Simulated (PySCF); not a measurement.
Species, as SMILES: F[Si](F)(F)F.
Geometry (B3LYP-D3(BJ)/def2-TZVP, fixed):
```
Si
F 1 1.5673
F 1 1.5673 2 109.47
F 1 1.5673 2 109.47 3 -120.00
F 1 1.5673 2 109.47 4 -120.00
```

Basis-set convergence of the mean static polarisability at HF with PySCF. All functions are spherical. Density fitting with generated auxiliary sets. No added dispersion term, no relativity. Reference: the value in aug-pcseg-2, 19.33 bohr³, itself unsure by roughly 0.2 % (its distance from aug-cc-pV(T+d)Z). Deviations are taken from unrounded values. Cost is core time over that of aug-pcseg-1, rough, on shared machines of one kind; a dash marks a row that isn't timed (too short, read off another run, short of memory, by another algorithm or on other hardware).

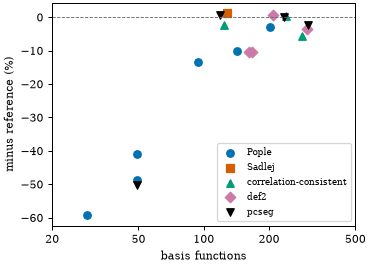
Figure. Deviation from the reference against the number of basis functions, by family of sets.

```csv
basis,functions,mean static polarisability (bohr³),minus reference (%),cost
STO-3G,29,7.86,-59.3,-
3-21G,49,9.93,-48.6,-
6-31G,49,11.43,-40.9,-
pcseg-0,49,9.64,-50.1,-
6-31+G*,94,16.72,-13.5,-
aug-pcseg-1,119,19.48,0.7,1×
aug-cc-pV(D+d)Z,124,18.88,-2.4,1×
Sadlej pVTZ,128,19.57,1.2,2×
"6-311++G(2d,2p)",143,17.35,-10.2,2×
def2-TZVP,161,17.31,-10.5,2×
def2-TZVPP,166,17.34,-10.3,2×
"6-311++G(3df,3pd)",203,18.78,-2.8,7×
def2-TZVPPD,208,19.44,0.5,7×
aug-pcseg-2,234,19.33,0.0,10×
aug-cc-pV(T+d)Z,239,19.37,0.2,6×
cc-pV(Q+d)Z,284,18.23,-5.7,10×
def2-QZVPP,298,18.63,-3.6,10×
pcseg-3,304,18.91,-2.2,20×
```
